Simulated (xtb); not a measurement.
## Run report: CH₇ClSi₂, frequency calculation (part 1 of 2)

CH₇ClSi₂, SMILES C[SiH]([SiH3])Cl, computed with GFN2-xTB (xtb 6.7.1 later snapshot).

The geometry was optimised with GFN2-xTB.

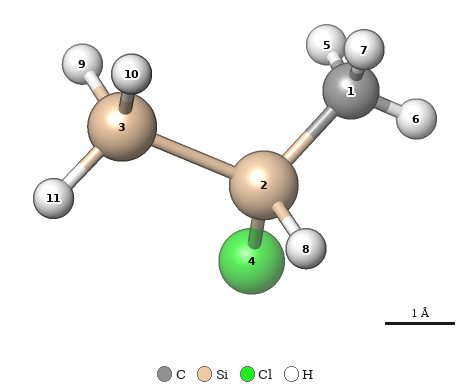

Figure 1. The input geometry (ball-and-stick view, seen at a tilt; atoms are numbered from 1 in the order of the input).

### Input (mol.xyz)
```
11

C     -0.86083300     1.50128700    -0.19354100
Si    -0.27280100    -0.22436600    -0.74337200
Si     1.17409000    -1.18783900     0.79023400
Cl    -1.94824900    -1.37085600    -0.97341300
H     -1.35720700     1.46054400     0.77302100
H     -1.56492400     1.93057000    -0.90204400
H     -0.02431400     2.18797300    -0.10337500
H      0.27084400    -0.09057600    -2.10270700
H      0.59287600    -1.30554600     2.13113400
H      2.38310800    -0.37011200     0.92500600
H      1.60739100    -2.53106800     0.39905700
```

### File input.inp
```
$hess
   sccacc=0.3
$end
```

Hardware: 1 thread of Arm Neoverse V1, 24 GiB of memory available, shared host.

Launched with:
```bash
xtb mol.xyz --gfn 2 --hess -I input.inp > run.log 2> xtb.err
```

### What the program printed
```
* xtb version 6.7.1
   ID    Z sym.   atoms
    1    6 C      1
    2   14 Si     2, 3
    3   17 Cl     4
    4    1 H      5-11

           -------------------------------------------------
          |                Calculation Setup                |
           -------------------------------------------------

          program call               : xtb mol.xyz --gfn 2 --hess -I input.inp
          coordinate file            : mol.xyz
          omp threads                :                     1

           -------------------------------------------------
          |                 G F N 2 - x T B                 |
           -------------------------------------------------

      * Hamiltonian:
        H0-scaling (s, p, d)           1.850000    2.230000    2.230000
        zeta-weighting                 0.500000
      * Dispersion:
        s8                             2.700000
        a1                             0.520000
        a2                             5.000000
        s9                             5.000000
      * Repulsion:
        kExp                           1.500000    1.000000
        rExp                           1.000000
      * Coulomb:
        alpha                          2.000000
        third order                    shell-resolved
        anisotropic                    true
        a3                             3.000000
        a5                             4.000000
        cn-shift                       1.200000
        cn-exp                         4.000000
        max-rad                        5.000000

          ...................................................
          :                      SETUP                      :
          :.................................................:
          :  # basis functions                  41          :
          :  # atomic orbitals                  38          :
          :  # shells                           18          :
          :  # electrons                        26          :
          :  max. iterations                   250          :
          :  Hamiltonian                  GFN2-xTB          :
          :  restarted?                      false          :
          :  GBSA solvation                  false          :
          :  PC potential                    false          :
          :  electronic temp.          300.0000000     K    :
          :  accuracy                    1.0000000          :
          :  -> integral cutoff          0.2500000E+02      :
          :  -> integral neglect         0.1000000E-07      :
          :  -> SCF convergence          0.1000000E-05 Eh   :
          :  -> wf. convergence          0.1000000E-03 e    :
          :  Broyden damping             0.4000000          :
          :  net charge                          0          :
          :  unpaired electrons                  0          :
          ...................................................

 iter      E             dE          RMSdq      gap      omega  full diag
   1    -13.7482490 -0.137482E+02  0.589E+00    4.84       0.0  T
   2    -13.8525498 -0.104301E+00  0.233E+00    4.32       1.0  T
   3    -13.8552871 -0.273729E-02  0.179E+00    4.41       1.0  T
   4    -13.8593918 -0.410468E-02  0.841E-01    4.42       1.0  T
   5    -13.8599628 -0.571019E-03  0.437E-01    4.43       1.0  T
   6    -13.8599876 -0.247926E-04  0.232E-01    4.43       1.0  T
   7    -13.8600351 -0.474634E-04  0.901E-02    4.42       1.0  T
   8    -13.8600414 -0.633507E-05  0.277E-02    4.41       1.1  T
   9    -13.8600420 -0.581346E-06  0.180E-02    4.42       1.7  T
  10    -13.8600424 -0.349010E-06  0.109E-02    4.41       2.8  T
  11    -13.8600428 -0.419355E-06  0.503E-03    4.41       6.0  T
  12    -13.8600428 -0.377907E-07  0.337E-03    4.41       8.9  T
  13    -13.8600429 -0.399024E-07  0.129E-03    4.41      23.4  T
  14    -13.8600429 -0.326937E-08  0.628E-04    4.41      48.0  T
  15    -13.8600429 -0.202001E-08  0.300E-04    4.41     100.5  T

   *** convergence criteria satisfied after 15 iterations ***

         #    Occupation            Energy/Eh            Energy/eV
      -------------------------------------------------------------
         1        2.0000           -1.0490953             -28.5473
       ...           ...                  ...                  ...
         7        2.0000           -0.4479214             -12.1886
         8        2.0000           -0.4402078             -11.9787
         9        2.0000           -0.4336489             -11.8002
        10        2.0000           -0.4330710             -11.7845
        11        2.0000           -0.4314556             -11.7405
        12        2.0000           -0.4120581             -11.2127
        13        2.0000           -0.3765954             -10.2477 (HOMO)
        14                         -0.2143611              -5.8331 (LUMO)
        15                         -0.2102512              -5.7212
        16                         -0.1890707              -5.1449
        17                         -0.1640390              -4.4637
        18                         -0.1536760              -4.1817
       ...                                ...                  ...
        38                          0.8140779              22.1522
      -------------------------------------------------------------
                  HL-Gap            0.1622343 Eh            4.4146 eV
             Fermi-level           -0.2954783 Eh           -8.0404 eV

 SCC (total)                   0 d,  0 h,  0 min,  0.008 sec
 SCC setup                      ...        0 min,  0.000 sec (  1.114%)
 Dispersion                     ...        0 min,  0.000 sec (  0.594%)
 classical contributions        ...        0 min,  0.000 sec (  0.112%)
 integral evaluation            ...        0 min,  0.001 sec ( 13.499%)
 iterations                     ...        0 min,  0.005 sec ( 62.469%)
 molecular gradient             ...        0 min,  0.002 sec ( 21.160%)
 printout                       ...        0 min,  0.000 sec (  0.903%)

         :::::::::::::::::::::::::::::::::::::::::::::::::::::
         ::                     SUMMARY                     ::
         :::::::::::::::::::::::::::::::::::::::::::::::::::::
         :: total energy             -13.747971315879 Eh    ::
         :: gradient norm              0.000076724755 Eh/a0 ::
         :: HOMO-LUMO gap              4.414619937024 eV    ::
         ::.................................................::
         :: SCC energy               -13.860026519701 Eh    ::
         :: -> isotropic ES            0.028218292560 Eh    ::
         :: -> anisotropic ES          0.001352830890 Eh    ::
         :: -> anisotropic XC          0.005504003329 Eh    ::
         :: -> dispersion             -0.007477904071 Eh    ::
         :: repulsion energy           0.112055203822 Eh    ::
         :: add. restraining           0.000000000000 Eh    ::
         :: total charge               0.000000000000 e     ::
         :::::::::::::::::::::::::::::::::::::::::::::::::::::

           -------------------------------------------------
          |                Numerical Hessian                |
           -------------------------------------------------
step length          :   0.00500
SCC accuracy         :   0.30000
Hessian scale factor :   1.00000
frozen atoms in %    :   0.00000    0
RMS gradient         :   0.00008
estimated CPU  time      0.01 min

writing file <hessian>, containing the non-mass-weighted Hessian matrix in atomic units (Eₕ/Bohr²).

 projected vibrational frequencies (cm⁻¹)
eigval :       -0.00    -0.00    -0.00    -0.00     0.00     0.00
eigval :       28.26   106.73   121.18   145.54   177.71   393.35
eigval :      440.27   454.85   500.29   610.99   637.53   737.32
eigval :      777.40   801.81   809.60   820.07   834.38  1373.72
eigval :     1482.46  1483.44  2170.52  2234.94  2237.33  2248.03
eigval :     3025.82  3029.20  3042.68
           -------------------------------------------------
          |                Property Printout                |
           -------------------------------------------------

    * Orbital Energies and Occupations

         #    Occupation            Energy/Eh            Energy/eV
      -------------------------------------------------------------
         1        2.0000           -1.0490954             -28.5473
         2        2.0000           -0.7601589             -20.6850
         3        2.0000           -0.6550710             -17.8254
         4        2.0000           -0.5677346             -15.4488
         5        2.0000           -0.4781412             -13.0109
         6        2.0000           -0.4756392             -12.9428
         7        2.0000           -0.4479202             -12.1885
         8        2.0000           -0.4402072             -11.9786
         9        2.0000           -0.4336481             -11.8002
        10        2.0000           -0.4330705             -11.7844
        11        2.0000           -0.4314551             -11.7405
        12        2.0000           -0.4120568             -11.2126
        13        2.0000           -0.3765946             -10.2477 (HOMO)
        14                         -0.2143604              -5.8330 (LUMO)
        15                         -0.2102504              -5.7212
        16                         -0.1890700              -5.1449
        17                         -0.1640381              -4.4637
        18                         -0.1536748              -4.1817
        19                         -0.1289928              -3.5101
        20                         -0.0917128              -2.4956
        21                         -0.0755783              -2.0566
        22                         -0.0185868              -0.5058
        23                         -0.0086253              -0.2347
        24                          0.0197789               0.5382
       ...                                ...                  ...
        38                          0.8140800              22.1522
      -------------------------------------------------------------
                  HL-Gap            0.1622343 Eh            4.4146 eV
             Fermi-level           -0.2954775 Eh           -8.0404 eV

     #   Z          covCN         q      C6AA      α(0)
     1   6          3.649    -0.201    24.847     7.161
     2  14          3.534     0.428   101.269    19.407
     3  14          3.694     0.373   100.397    19.192
     4  17          0.803    -0.307   108.863    15.961
     5   1          0.925     0.034     2.528     2.486
     6   1          0.925     0.040     2.445     2.445
     7   1          0.925     0.025     2.663     2.552
     8   1          0.916    -0.079     4.893     3.460
     9   1          0.918    -0.095     5.397     3.634
    10   1          0.918    -0.114     6.080     3.857
    11   1          0.918    -0.103     5.682     3.728

 Mol. C6AA /au·bohr⁶  :       2433.670478
 Mol. C8AA /au·bohr⁸  :      96755.731100
 Mol. α(0) /au        :         83.882726

Wiberg/Mayer (AO) data.
largest (>0.10) Wiberg bond orders for each atom
```
